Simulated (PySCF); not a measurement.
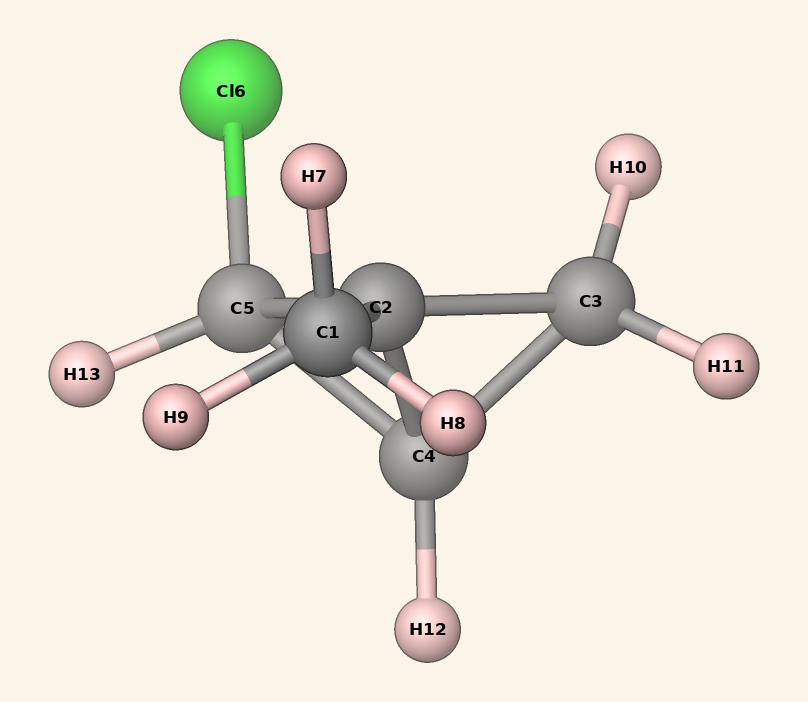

C2 lies behind C1. The molecule seen a little off the C1–C2 bond, C1 in front. Atoms fade into the background with distance from the viewer. The geometry was computed by an optimisation with PBE0-D3(BJ)/def2-SVP. No frequency run is at hand to confirm it as a minimum.

> What is the torsion angle H7–C1–C2–C3? The sign is positive where the front bond must turn clockwise to cover the back bond.

92°, about perpendicular.
